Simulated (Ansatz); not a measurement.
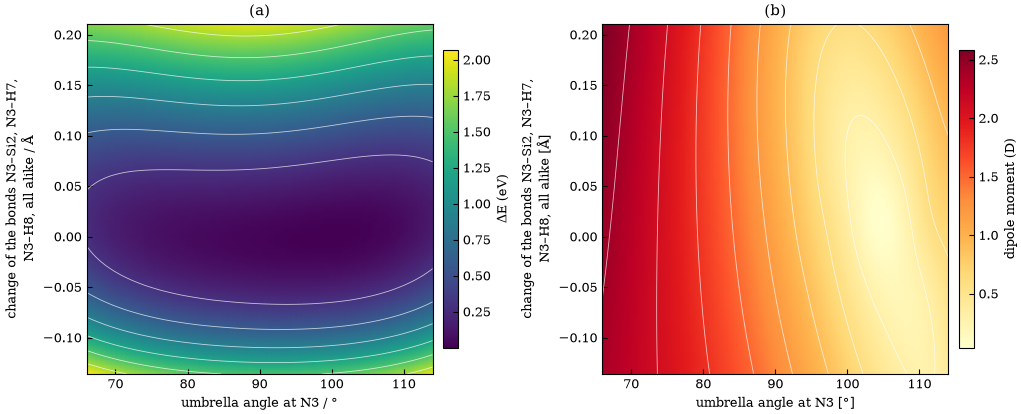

H₅N₂Si, SMILES [NH][SiH2]N, spin multiplicity 2. The first coordinate is: umbrella angle at N3 (between each of its bonds and their common axis; 90 is planar); the second: change of the bonds N3–Si2, N3–H7, N3–H8, all alike. Nothing is relaxed (all other coordinates rigid). The grid has 11 × 11 points. Points are written as (first, second). Energies are in eV, from the relaxed molecule at the same level. Method: Ansatz, UKS PBE0-D4/def2-TZVP.

Panel (a) is the energy; panel (b) is the computed dipole moment, in D.

The picture shows a smooth colour map with a few white contour lines. Between grid points the surface is interpolated.

> How does the dipole moment vary over the map, and what is it at the lowest grid point?

Leaving out the highest fifth of the energies, it runs from 0.05 D at (104.4°, 0.002 Å) to 2.56 D at (66.0°, 0.176 Å). At the lowest grid point, (99.6°, 0.002 Å), it is 0.41 D.
